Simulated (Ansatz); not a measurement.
# Ni (sc type): how the settings move a single-point run

Aim: see which settings change the result for Ni (sc type), by how much, and at what cost.

Program: Ansatz 0.2.0. Level of theory: reference: DFT, LDA, PAW with Ansatz's default frozen-core files, scalar-relativistic. These are calculated values, not measurements.

3 further runs of the same task are left out: 3 that didn't finish. Runs told in other sessions of the task aren't counted.

## 1. The system as given

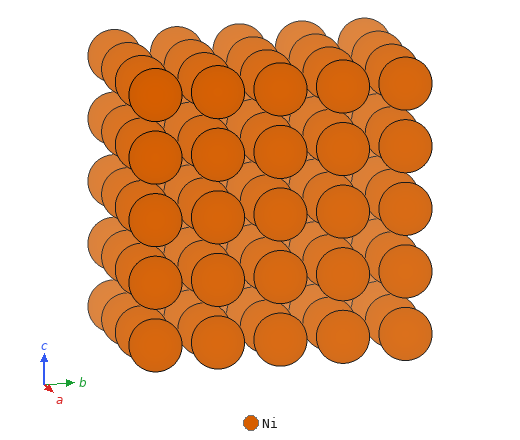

The starting structure, seen slightly off an axis (nickel orange). 3×4×4 cells are drawn. Atoms on the faces are drawn again on the opposite ones.

Coordinates:

```cif
data_structure
_symmetry_space_group_name_H-M 'P 1'
_symmetry_Int_Tables_number 1
_cell_length_a 1.7066
_cell_length_b 1.7066
_cell_length_c 1.7066
_cell_angle_alpha 90.000
_cell_angle_beta 90.000
_cell_angle_gamma 90.000
_cell_volume 4.97
loop_
_atom_site_label
_atom_site_type_symbol
_atom_site_fract_x
_atom_site_fract_y
_atom_site_fract_z
_atom_site_occupancy
Ni1 Ni 0.00000 0.00000 0.00000 1
```

## 2. Reference

The input, input.yaml:

```yaml
crystal:
  lattice:
    - [1.706635545, 0.0, 0.0]
    - [0.0, 1.706635545, 0.0]
    - [0.0, 0.0, 1.706635545]
  atoms:
    - { symbol: Ni, position: [0.0, 0.0, 0.0], spin: 1.0 }
magnetization:
  spin_polarized: true
kpoints:
  mp_grid: { grid: [19, 19, 19] }
scf:
  occupations: { method: fermi_dirac, width: 0.1 }
hamiltonian:
  xc: lda
  pseudopotentials: { kind: paw }
output:
  forces: true
  stress: true
  eigenvalues: true
basis:
  ecutwfc: 600
```

Launch:

```console
$ ansatz run input.yaml --threads 1 --pin off --max-ram 3072MiB --backend cpu --events-out ev --progress --plain --runs-dir out
```

Excerpt of the output:

```text
[...]
Basis set: ecut = 600 eV, 171 PW (Γ)
[...]
Magnetic group: BNS 221.92 (UNI 1594), of the structure as read, at distance tolerance 1.7e-5 Å
k-points: 220 of 6859
[...]
SCF iter   1: F=—  HF=-5744.925807 eV  |F-HF|=—  |Δ(HF+E_count)|=         —  Δρ=2.10e-1 (↑1.88e-1 ↓2.10e-1)  dr2=3.87e-2  dr2_m=1.75e0  M=0.089 μB ∫|m|=0.089 μB  β_m=0.30  ethr=2.16e-4  ⟨swp⟩=1.8  Hψ=47511  notcnv=0
[...]
preconditioner: auto → none  [metal: Δε(μ)=0.008 eV  Ē_g=30.949 eV  σ=0.100 eV  W_gap=0.02  n_scr=0 (ndim 8)  ℏωp=52.7 eV  f_vac=0.000  D(μ)=0.74/eV (n_scr^D=6)]
SCF iter   2: F=—  HF=-5750.872628 eV  |F-HF|=—  |Δ(HF+E_count)|=    5.95e0  Δρ=1.76e-1 (↑1.17e-1 ↓1.76e-1)  dr2=8.56e-2  dr2_m=9.52e-1  M=0.058 μB ∫|m|=0.058 μB  β_m=0.65  ethr=2.15e-4  ⟨swp⟩=3.9  Hψ=15412  notcnv=0  defer=3
[...]
SCF iter  10: F=—  HF=-5762.318115 eV  |F-HF|=—  |Δ(HF+E_count)|=   8.45e-8  Δρ=5.54e-7 (↑5.54e-7 ↓4.69e-7)  dr2=4.38e-12  dr2_m=3.98e-12  M=-0.000 μB ∫|m|=0.000 μB  β_m=0.92  ethr=4.12e-11  ⟨swp⟩=1.1  Hψ=6246  notcnv=0  defer=143
SCF iter  11: F=-5762.318115 eV  HF=-5762.318115 eV  |F-HF|=9.09e-13  |Δ(HF+E_count)|=   1.54e-9  Δρ=1.36e-7 (↑1.15e-7 ↓1.36e-7)  dr2=8.74e-13  dr2_m=8.98e-15  M=-0.000 μB ∫|m|=0.000 μB  ethr=1.00e-12  ⟨swp⟩=4.7  Hψ=29496  notcnv=0
[...]
SCF converged after 11 iterations
Magnetization: -0.0000 μB (9.0000 up, 9.0000 down)
[...]
Free energy (F): -5762.318115 eV
[...]
E sigma→0 (E₀):  -5762.305876 eV
[...]
Fermi energy:    45.272960 eV
[...]
  P = ⅓ Tr σ = 1068.7388 GPa (10687.388 kbar)
[...]
```

It took 6 s on 1 thread of Arm Neoverse V2, shared host; peak memory 0.3 GiB.

## 3. Changed: occupations.width 0.001

Changes to input.yaml since step 2:

```diff
@@ -12,3 +12,3 @@
 scf:
-  occupations: { method: fermi_dirac, width: 0.1 }
+  occupations: { method: fermi_dirac, width: 0.001 }
 hamiltonian:
```

Launch:

```console
$ ansatz run input.yaml --threads 1 --pin off --max-ram 3072MiB --backend cpu --events-out ev --progress --plain --runs-dir out
```

The program printed:

```text
Engine: ansatz 0.2.0
Pseudopotentials: kind: paw
Pseudopotential: Ni, paw, valence charge 18, recommended cutoff 420 eV (normal)
Functional definition: SPW92
  exchange = slater_x
  correlation = pw_c
Crystal: 1 atoms, lattice volume = 4.971 Å³
Basis set: ecut = 600 eV, 171 PW (Γ)
Bands: 14, of which v1, the nominal top of the filled ones, is band 9 counted from 1 (8 counted from 0)
Symmetry: 48 space group operations
Space group: Pm-3m (ITA 221), of the structure as read, at distance tolerance 1.7e-5 Å
Magnetic group: BNS 221.92 (UNI 1594), of the structure as read, at distance tolerance 1.7e-5 Å
k-points: 220 of 6859
Non-local potential: Ni, projectors of the file, l = 0: 3, l = 1: 2, l = 2: 3, l = 3: 1
PAW form: soft (Blöchl's): semilocal exchange-correlation on the pseudo side does not see the compensation charge
PAW frozen core: Ni, regenerated for the run's functional, and the local potential with it (the file was generated under x = pbe(κ = 0.804, μ = 0.2195149727645171), c = pbe(β = 0.06672455060314922))
PAW one-centre angular grid: Ni, 590 points (default); XC on 64 Gauss nodes
Initial density: superposition of atomic densities (chi_scale 0.1, normalization cell)
Starting moments: Σ|m| = 1 μB on 1 of 1 site
Initial wavefunctions: pseudopotential atomic-orbital guess
Functional: x = slater, c = lda
iter 1 solved again at ethr=2.15e-4 eV; its pass at ethr=3.10e-3 eV (dr2=3.86e-2 eV) is discarded
SCF iter   1: F=—  HF=-5744.913972 eV  |F-HF|=—  |Δ(HF+E_count)|=         —  Δρ=2.07e-1 (↑1.86e-1 ↓2.07e-1)  dr2=3.85e-2  dr2_m=1.70e0  M=0.101 μB ∫|m|=0.101 μB  β_m=0.30  ethr=2.15e-4  ⟨swp⟩=1.8  Hψ=49695  notcnv=0
Mixer restart at iter 1: flushing history
preconditioner: auto → none  [insulator: Δε(μ)=0.012 eV  Ē_g=30.941 eV  σ=0.001 eV  W_gap=0.75  n_scr=0 (ndim 8)  ℏωp=52.7 eV  f_vac=0.000  D(μ)=1.31/eV (n_scr^D=26)  ε∞_Penn≈3.9]
SCF iter   2: F=—  HF=-5750.857227 eV  |F-HF|=—  |Δ(HF+E_count)|=    5.94e0  Δρ=1.82e-1 (↑1.22e-1 ↓1.82e-1)  dr2=8.94e-2  dr2_m=1.02e0  M=0.037 μB ∫|m|=0.038 μB  β_m=0.65  ethr=2.14e-4  ⟨swp⟩=4.6  Hψ=16861  notcnv=0  defer=10
SCF iter   3: F=—  HF=-5761.851287 eV  |F-HF|=—  |Δ(HF+E_count)|=    1.10e1  Δρ=9.24e-2 (↑9.14e-2 ↓9.24e-2)  dr2=7.40e-1  dr2_m=4.38e-5  M=0.001 μB ∫|m|=0.002 μB  β_m=0.56  ethr=2.14e-4  ⟨swp⟩=6.1  Hψ=22143  notcnv=0  defer=1
SCF iter   4: F=—  HF=-5761.844551 eV  |F-HF|=—  |Δ(HF+E_count)|=   6.74e-3  Δρ=3.36e-2 (↑2.74e-2 ↓3.36e-2)  dr2=8.15e-2  dr2_m=5.70e-4  M=0.005 μB ∫|m|=0.005 μB  β_m=0.54  ethr=2.14e-4  ⟨swp⟩=5.0  Hψ=20286  notcnv=0  defer=291
SCF iter   5: F=—  HF=-5762.127887 eV  |F-HF|=—  |Δ(HF+E_count)|=   2.83e-1  Δρ=1.88e-2 (↑1.88e-2 ↓1.87e-2)  dr2=3.10e-2  dr2_m=5.17e-6  M=0.020 μB ∫|m|=0.020 μB  β_m=0.77  ethr=2.14e-4  ⟨swp⟩=2.7  Hψ=8844  notcnv=0  defer=319
SCF iter   6: F=—  HF=-5762.302082 eV  |F-HF|=—  |Δ(HF+E_count)|=   1.74e-1  Δρ=1.07e-2 (↑1.07e-2 ↓7.74e-3)  dr2=2.67e-4  dr2_m=3.84e-3  M=0.008 μB ∫|m|=0.008 μB  β_m=0.62  ethr=1.72e-4  ⟨swp⟩=3.9  Hψ=10850  notcnv=0  defer=319
SCF iter   7: F=—  HF=-5762.303737 eV  |F-HF|=—  |Δ(HF+E_count)|=   1.66e-3  Δρ=6.51e-3 (↑5.51e-3 ↓6.51e-3)  dr2=3.17e-5  dr2_m=1.64e-3  M=0.001 μB ∫|m|=0.001 μB  β_m=0.81  ethr=1.48e-6  ⟨swp⟩=3.7  Hψ=13789  notcnv=0  defer=320
SCF iter   8: F=-5762.304494 eV  HF=-5762.304591 eV  |F-HF|=9.72e-5  |Δ(HF+E_count)|=   8.54e-4  Δρ=3.47e-3 (↑1.94e-3 ↓3.47e-3)  dr2=7.70e-5  dr2_m=3.26e-4  M=0.001 μB ∫|m|=0.001 μB  β_m=0.69  ethr=1.76e-7  ⟨swp⟩=4.1  Hψ=14079  notcnv=0  defer=319
SCF iter   9: F=-5762.304533 eV  HF=-5762.304518 eV  |F-HF|=1.58e-5  |Δ(HF+E_count)|=   7.34e-5  Δρ=3.49e-4 (↑3.49e-4 ↓2.63e-4)  dr2=8.59e-6  dr2_m=4.41e-7  M=0.000 μB ∫|m|=0.000 μB  β_m=0.84  ethr=1.76e-7  ⟨swp⟩=3.2  Hψ=10202  notcnv=0  defer=319
SCF iter  10: F=-5762.304541 eV  HF=-5762.304540 eV  |F-HF|=1.26e-6  |Δ(HF+E_count)|=   2.26e-5  Δρ=2.41e-4 (↑1.03e-4 ↓2.41e-4)  dr2=5.77e-7  dr2_m=1.30e-6  M=-0.000 μB ∫|m|=0.000 μB  β_m=0.91  ethr=4.77e-8  ⟨swp⟩=3.7  Hψ=11275  notcnv=0  defer=319
SCF iter  11: F=-5762.304542 eV  HF=-5762.304542 eV  |F-HF|=1.26e-7  |Δ(HF+E_count)|=   1.82e-6  Δρ=4.84e-5 (↑2.53e-5 ↓4.84e-5)  dr2=1.48e-8  dr2_m=6.08e-8  M=-0.000 μB ∫|m|=0.000 μB  β_m=0.96  ethr=3.21e-9  ⟨swp⟩=2.7  Hψ=11720  notcnv=0  defer=319
SCF iter  12: F=-5762.304542 eV  HF=-5762.304542 eV  |F-HF|=5.93e-10  |Δ(HF+E_count)|=   1.62e-7  Δρ=4.81e-6 (↑1.15e-6 ↓4.81e-6)  dr2=6.71e-10  dr2_m=2.13e-10  M=-0.000 μB ∫|m|=0.000 μB  β_m=0.98  ethr=8.24e-11  ⟨swp⟩=2.5  Hψ=9921  notcnv=0  defer=319
SCF iter  13: F=-5762.304542 eV  HF=-5762.304542 eV  |F-HF|=1.48e-10  |Δ(HF+E_count)|=   1.02e-9  Δρ=7.00e-7 (↑7.00e-7 ↓2.53e-7)  dr2=5.81e-12  dr2_m=9.37e-12  M=0.000 μB ∫|m|=0.000 μB  β_m=0.99  ethr=3.73e-12  ⟨swp⟩=2.4  Hψ=9672  notcnv=0  defer=319
SCF iter  14: F=-5762.304542 eV  HF=-5762.304542 eV  |F-HF|=9.09e-13  |Δ(HF+E_count)|=  1.84e-10  Δρ=2.11e-7 (↑1.20e-7 ↓2.11e-7)  dr2=2.21e-13  dr2_m=1.23e-12  M=0.000 μB ∫|m|=0.000 μB  ethr=1.00e-12  ⟨swp⟩=5.7  Hψ=23209  notcnv=0
SCF 1 converged in 14 iterations: F = -5762.304542 eV  dr2 = 2.21e-13
at 1 of the mixer's solves, the last at iteration 7, it left a direction of its history that read negative out of its fit and stepped the other way along it
WARN: the starting moments were not kept: the SCF closed with an absolute magnetisation of 5.0e-7 μB, where they sum to 1 μB in size (1 site). That is at most 0.1 of that sum. Measured as dr2_m measures the in/out step, that magnetisation stands 8.0e-13 eV from none, at or under the dr2_threshold of 1.0e-7 eV: it is no larger than a step whose dr2_m would equal this threshold. The system may hold no moment; this SCF shows only that its start led to no more than that. To try another start: raise the starting moments (crystal.atoms[].spin, magnetization.per_species, magnetization.initial_magnetization, or on a non-collinear deck that types none of these the spinor_matrix: blocks that start its atoms; where the total moment is fixed, keep their sum and leave initial_magnetization as it is; typed ones take the place of any that the run laid by itself, positive ones on a crystal's lanthanoids without a Hubbard term where scf.initial_density.shell_occupations: [] is typed) or, if the notice of its spin-set hold's release reads "site moments contracting" or "site moments show no strong build", lengthen the hold (scf.mixing.spin_hold: { on: { confirm: 4 } }; for m-r²SCAN on two components see the key's manual first). Each may lead to a state that holds a moment. A second SCF, from the converged charge density, with the starting moments and any scf.initial_density.shell_occupations laid on it anew, would have followed, and was not run: the deck does not ask for one (magnetization.retry_lost_moments is false, the default). To let it run, set magnetization.retry_lost_moments: true and run the deck again, where that key's refused combinations let it; where memory then withholds it, that run's warning says so.
SCF converged after 14 iterations
Magnetization: 0.0000 μB (9.0000 up, 9.0000 down)
Absolute magnetization: 0.0000 μB (∫|ρ↑−ρ↓|, with the PAW one-centre terms)
Spin contamination: 0.0000 ħ² per cell (⟨S²⟩ above its minimum at these occupations)
Per-site moments (μB) at R_I (Å): [(4.5642323157401366e-7, 0.7039871623125)]
Free energy (F): -5762.304542 eV
Harris-Foulkes:  -5762.304542 eV  (|F-HF|=9.09e-13)
Internal energy: -5762.304540 eV  (E = F + TS)
E sigma→0 (E₀):  -5762.304541 eV
Entropy (-TS):   -0.000002 eV (-0.002 meV/atom)
Fermi energy:    45.264858 eV
--- Per-component energies (eV) ---
  E_band       = 139.549197
  E_kinetic    = 314.628971
  E_local      = -2225.633791  (includes V_loc(G=0)·N_el)
  E_nonlocal   = 675.857495
  E_hartree    = 1024.837054
  E_xc         = -92.814752
  E_vxc        = -120.361627  (∫ρ·V_xc dr)
  E_paw        = -1581.407531  (= ΣΔE_a)
  E_vpaw       = -554.616054  (= ΣTr[D̂ρ^β])
  E_aug_tail   = 0.000127  (compensation charges beyond the density's cutoff)
  E_ewald      = -3878.206232
  E_core_change = 0.434120  (= ΣΔE_core)
  E_smearing   = -0.000002  (= −TS)
  E_closure    = -0.000000  (closes the sum)
  Σ components = -5762.304542   (vs F -5762.304542, Δ=0.00e0)
--- Forces (eV/Å), atoms counted from 1 ---
  atom   1  Ni    -0.00000000     0.00000000    -0.00000000
  max |Σ_I F_I| component: 3.37e-31 eV/Å
--- Stress (GPa, compression-positive) ---
     1068.713905      -0.000000       0.000000
       -0.000000    1068.713905       0.000000
        0.000000       0.000000    1068.713905
  P = ⅓ Tr σ = 1068.7139 GPa (10687.139 kbar)
--- Band table (eV; the first three rows and the last of 440) ---
  k-point 0 ↑: bands = ["-61.5456", "-19.8066", "-19.8066", "-19.8066", "29.7874", "33.2547", "33.2547", "45.4491", "45.4491", "45.4491", "77.9429", "77.9429", "77.9429", "84.8153"]
  k-point 1 ↑: bands = ["-61.5219", "-19.9253", "-19.7968", "-19.7968", "29.9597", "33.2959", "33.4258", "45.3090", "45.3090", "45.4602", "76.3678", "78.1863", "78.1863", "84.5851"]
  k-point 2 ↑: bands = ["-61.4527", "-20.2649", "-19.7682", "-19.7682", "30.4462", "33.4157", "33.9407", "44.9117", "44.9117", "45.4924", "73.3089", "78.8942", "78.8942", "83.9229"]
  k-point 219 ↓: bands = ["-58.9351", "-22.4610", "-22.4569", "-22.4569", "33.4943", "33.5872", "33.5872", "48.2057", "48.2057", "58.5573", "70.6194", "71.8580", "71.8580", "75.3129"]
```

Wall time 7.2 s (1 thread of Arm Neoverse V2, shared host); peak memory 0.3 GiB.

Changing the smearing moves the energy by +1.3 meV/atom (σ→0 values). Cost: 14 SCF cycles against 11.

## 4. Comparison

| run | ending | energy change | pressure (GPa) | gap (eV) | force (eV/Å) | cycles | time |
| --- | --- | --- | --- | --- | --- | --- | --- |
| reference | converged | 0 | 1068.7 | 0.00 | 0.00 | 11 | 6 s |
| 1: occupations.width 0.001 | converged | +1.3 meV/atom (σ→0) | 1068.7 | 0.00 | 0.00 | 14 | 7.2 s |

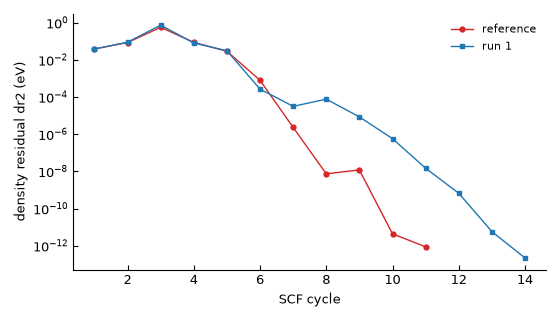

Residual by cycle in the longest SCF loop of each run; runs are numbered as in the table.

**Reading.** Changing the smearing moves the energy by +1.3 meV/atom (σ→0 values). Cost: 14 SCF cycles against 11. The structure is not at rest: the sound run finds 1069 GPa, so these are no properties of the relaxed crystal. 
